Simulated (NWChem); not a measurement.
**C2H3OSi (SMILES [C]#C[SiH2]O) at 4 levels**

Aim: a comparison of 4 runs (UHF/STO-3G, UHF/3-21G, UB3LYP/6-31G*) of C2H3OSi. 

The calculation is run with NWChem 7.3.0.

### Step 1. The molecule

C2H3OSi: 7 atoms, total charge 0, spin state doublet. SMILES: `[C]#C[SiH2]O`. The coordinates come from a PBE0-D4/def2-TZVP relaxation. This is one conformer, not always the lowest.

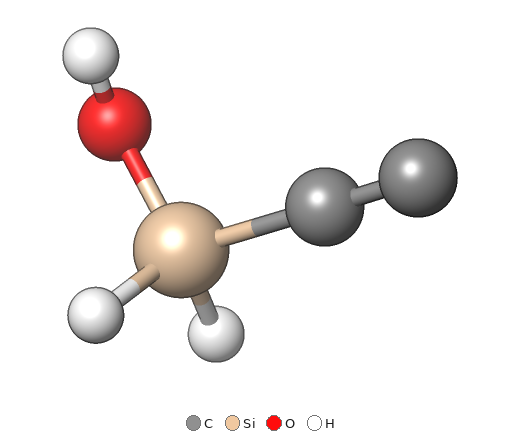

Viewed from a chosen angle; carbon grey, silicon light orange, oxygen red, hydrogen white.

### Step 2. Energy and forces at UHF/STO-3G (run 1)

Contents of c2h3osi.nw:

```
start c2h3osi
title "C2H3OSi hf"
memory 2200 mb

geometry noautosym nocenter noautoz
 C     0.791900   -2.383800    0.809900
 C     0.496100   -1.231800    0.570300
 Si    0.076200    0.507700    0.171200
 O    -1.162800    0.586900   -0.897700
 H     1.315200    1.128900   -0.358000
 H    -0.387900    1.188500    1.396200
 H    -1.067400    0.135800   -1.737700
end

basis spherical bse
 * library STO-3G
end

scf
 doublet
 uhf
 thresh 1e-08
 maxiter 80
end

task scf gradient
```

Started as:

```bash
$ nwchem c2h3osi.nw > c2h3osi.out
```

Output:

```text
[...]
  functions       =    27
[...]
  wavefunction    = UHF
[...]
         Total SCF energy =   -435.855239259139
      One electron energy =   -869.864944953567
      Two electron energy =    300.540482022763
 Nuclear repulsion energy =    133.469223671665
                       Sz =      0.5000
                 Sz(Sz+1) =      0.7500
                      S^2 =      1.3032
[...]
                         UHF ENERGY GRADIENTS
    atom               coordinates                        gradient
                 x          y          z           x          y          z
   1 C       1.496474  -4.504729   1.530489   -0.005588   0.022518  -0.005003
   2 C       0.937493  -2.327764   1.077711    0.007292  -0.029362   0.006204
   3 Si      0.143997   0.959414   0.323521   -0.033450  -0.008600  -0.019415
   4 O      -2.197373   1.109080  -1.696407    0.030541  -0.022595  -0.014696
   5 H       2.485368   2.133312  -0.676522    0.025590   0.010311  -0.011145
   6 H      -0.733025   2.245939   2.638435   -0.009526   0.011746   0.024735
   7 H      -2.017094   0.256625  -3.283777   -0.014860   0.015982   0.019321
[...]
```

Wall time 5.4 s (1 thread of Intel Xeon Platinum 8259CL at 2.50GHz (Skylake/Cascade Lake), shared host); peak memory 0.099 GiB.

### Step 3. Energy and gradient at UHF/3-21G (run 2)

Contents of sp.nw:

```
start sp
title "C2H3OSi hf"
memory total 2200 mb

geometry units angstroms noautosym nocenter noautoz
   C     0.791900   -2.383800    0.809900
   C     0.496100   -1.231800    0.570300
   Si    0.076200    0.507700    0.171200
   O    -1.162800    0.586900   -0.897700
   H     1.315200    1.128900   -0.358000
   H    -0.387900    1.188500    1.396200
   H    -1.067400    0.135800   -1.737700
end

basis "ao basis" spherical bse
   * library 3-21G
end

scf
   doublet
   uhf
   thresh 1e-08
   maxiter 80
   print low
end

task scf gradient
```

Started as:

```bash
$ nwchem sp.nw > sp.out
```

Output:

```text
[...]
  functions       =    46
[...]
  wavefunction    = UHF
[...]
         Total SCF energy =   -438.800968811463
      One electron energy =   -869.947930650274
      Two electron energy =    297.677738167146
 Nuclear repulsion energy =    133.469223671665
                       Sz =      0.5000
                 Sz(Sz+1) =      0.7500
                      S^2 =      1.2140
[...]
                         UHF ENERGY GRADIENTS
    atom               coordinates                        gradient
                 x          y          z           x          y          z
   1 C       1.496474  -4.504729   1.530489   -0.006939   0.029819  -0.006454
   2 C       0.937493  -2.327764   1.077711    0.001708  -0.015984   0.002533
   3 Si      0.143997   0.959414   0.323521   -0.014584  -0.016230  -0.023753
   4 O      -2.197373   1.109080  -1.696407    0.012311   0.000747   0.018508
   5 H       2.485368   2.133312  -0.676522    0.000061   0.000278  -0.000348
   6 H      -0.733025   2.245939   2.638435   -0.001982   0.001129   0.000645
   7 H      -2.017094   0.256625  -3.283777    0.009425   0.000240   0.008870
 Task  times  cpu:        6.3s     wall:        6.3s
 Total times  cpu:        6.4s     wall:        6.4s
```

Run time: 7.2 s. Hardware: 1 thread of Intel Xeon Platinum 8259CL at 2.50GHz (Skylake/Cascade Lake), shared host; peak memory 0.097 GiB.

### Step 4. Energy and gradient at UB3LYP/6-31G(d) (spherical functions) (run 3)

Contents of job.nw:

```
start job
title "C2H3OSi gradient"
memory 2200 mb

geometry units angstroms noautosym nocenter noautoz
   C     0.791900   -2.383800    0.809900
   C     0.496100   -1.231800    0.570300
   Si    0.076200    0.507700    0.171200
   O    -1.162800    0.586900   -0.897700
   H     1.315200    1.128900   -0.358000
   H    -0.387900    1.188500    1.396200
   H    -1.067400    0.135800   -1.737700
end

basis spherical bse
   * library 6-31G*
end

dft
   xc b3lyp
   mult 2
   grid xfine
   convergence energy 1e-08
   maxiter 100
   mulliken
   print low
end

task dft gradient
```

Started as:

```bash
$ nwchem job.nw > job.out
```

Output:

```text
[...]
 d= 0,ls=0.0,diis     1   -442.4950410709 -5.76D+02  9.40D-03  1.59D-01     4.6
[...]
 d= 0,ls=0.0,diis    17   -442.5797494766 -3.08D-09  5.61D-07  2.14D-10    68.8
[...]
         Total DFT energy =     -442.579749476645
      One electron energy =     -873.678654170668
           Coulomb energy =      339.105717146165
    Exchange-Corr. energy =      -41.476036123807
 Nuclear repulsion energy =      133.469223671665
[...]
      <S2> =      0.7733 (Exact =     0.7500)
                         DFT ENERGY GRADIENTS
    atom               coordinates                        gradient
                 x          y          z           x          y          z
   1 C       1.496474  -4.504729   1.530489   -0.004701   0.017883  -0.003677
   2 C       0.937493  -2.327764   1.077711    0.003933  -0.015425   0.002606
   3 Si      0.143997   0.959414   0.323521   -0.008782   0.000224  -0.006733
   4 O      -2.197373   1.109080  -1.696407    0.011488  -0.005251   0.000687
   5 H       2.485368   2.133312  -0.676522   -0.001079  -0.000891  -0.000231
   6 H      -0.733025   2.245939   2.638435    0.000086  -0.000543  -0.000225
   7 H      -2.017094   0.256625  -3.283777   -0.000945   0.004003   0.007573
 Task  times  cpu:       77.1s     wall:       77.1s
 Total times  cpu:       77.1s     wall:       77.1s
```

Run time: 78 s. Hardware: 1 thread of Intel Xeon Platinum 8259CL at 2.50GHz (Skylake/Cascade Lake), shared host; peak memory 0.14 GiB.

### Step 5. Energy and forces at UB3LYP/6-31G(d) (Cartesian functions) (run 4)

Contents of c2h3osi.nw:

```
start c2h3osi
title "C2H3OSi"
memory 2200 mb

geometry units angstrom noautosym nocenter noautoz
  C      0.791900    -2.383800     0.809900
  C      0.496100    -1.231800     0.570300
  Si     0.076200     0.507700     0.171200
  O     -1.162800     0.586900    -0.897700
  H      1.315200     1.128900    -0.358000
  H     -0.387900     1.188500     1.396200
  H     -1.067400     0.135800    -1.737700
end

basis "ao basis"
  * library 6-31G*
end

dft
  xc b3lyp
  mult 2
  grid xfine
  convergence energy 1e-08
  iterations 100
  mulliken
  print medium
end

task dft gradient
```

Started as:

```bash
$ nwchem c2h3osi.nw > c2h3osi.out
```

Output:

```text
[...]
          Wavefunction type:  spin polarized.
          No. of atoms     :     7
          No. of electrons :    37
[...]
          Charge           :     0
          Spin multiplicity:     2
[...]
          AO basis - number of functions:    70
[...]
              XC Information
              --------------
                         B3LYP Method XC Potential
                     Hartree-Fock (Exact) Exchange  0.200
                        Slater Exchange Functional  0.800 local
                    Becke 1988 Exchange Functional  0.720 non-local
              Lee-Yang-Parr Correlation Functional  0.810
                  VWN I RPA Correlation Functional  0.190 local
[...]
 d= 0,ls=0.0,diis     1   -442.4984492928 -5.76D+02  9.46D-03  1.90D-01     4.7
[...]
 d= 0,ls=0.0,diis    17   -442.5848656544 -3.43D-09  5.30D-07  2.01D-10    74.9
[...]
         Total DFT energy =     -442.584865654447
      One electron energy =     -873.619572342591
           Coulomb energy =      339.004782575410
    Exchange-Corr. energy =      -41.439299558931
 Nuclear repulsion energy =      133.469223671665
[...]
      Total Density - Mulliken Population Analysis
     ---------------------------------------------
    Atom       Charge   Shell Charges
 -----------   ------   -------------------------------------------------------
    1 C    6     6.11   1.99  0.74  1.79  0.70  0.92 -0.03
    2 C    6     6.05   1.99  0.72  1.97  0.66  0.72 -0.02
    3 Si  14    13.42   2.00  1.99  5.96  1.02  1.78  0.17  0.27  0.23
    4 O    8     8.68   1.99  0.90  2.96  0.90  1.89  0.04
    5 H    1     1.09   0.52  0.58
    6 H    1     1.07   0.51  0.56
    7 H    1     0.57   0.47  0.10
[...]
      <S2> =      0.7732 (Exact =     0.7500)
[...]
  wavefunction    = open shell
[...]
```

Run time: 84 s. Hardware: 1 thread of Intel Xeon Platinum 8259CL at 2.50GHz (Skylake/Cascade Lake), shared host; peak memory 0.14 GiB.

### Step 6. Overview of the runs

```csv
run,level,iteration cap,module,energy (Eh),⟨S²⟩,largest force (eV/Å),wall time
1,UHF/STO-3G,80,scf,-435.855239,1.303,2.095,5.4 s
2,UHF/3-21G,80,scf,-438.800969,1.214,1.659,7.2 s
3,UB3LYP/6-31G* (spherical functions),100,dft,-442.579749,0.773,0.969,78 s
4,UB3LYP/6-31G* (Cartesian functions),100,dft,-442.584866,0.773,0.968,84 s
```

### Step 7. Outcome

| quantity | value |
| --- | --- |
| run 4: total energy | -442.58487 Eh |
| run 4: dipole moment | 1.27 D |
| run 4: HOMO energy (highest over α and β) | -7.81 eV |
| run 4: LUMO energy (lowest over α and β) | -5.04 eV |
| run 4: ⟨S²⟩ | 0.773 |
| run 4: largest force on an atom | 0.968 eV/Å |

**Reading.** In run 1 the basis is minimal, so the values are rough. Spin contamination of the reference: run 1 ⟨S²⟩ = 1.30, run 2 ⟨S²⟩ = 1.21. All runs together took 2.9 min, the longest 84 s.
